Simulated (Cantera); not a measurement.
Feed: 1 mol HMDSO, 0.71 mol CO2, a varied amount of N2, equilibrated at 1450 K and 11.0 Pa.

These are equilibrium values from Cantera (NASA tables, ideal gas, pure condensed phases), not measurements of a reactor. Candidate condensed phases: C, C6H6, C7H8, C8H18, H2O, Si, SiC, SiO2, Si2N2O, Si3N4; 151 gas species. The feed counts by its element totals alone. The numbers say what is thermodynamically allowed, not how fast it happens.

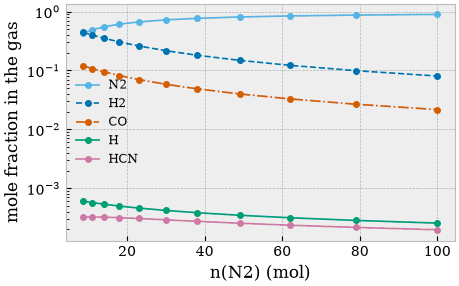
Figure: Equilibrium gas composition (values under 1e-9 drawn at 1e-9)

Problem. Read off the mole fractions at 23 mol N2.

Solution. N2 about 0.67, H2 about 0.26, CO about 0.070, H about 0.00046, HCN about 0.00031.
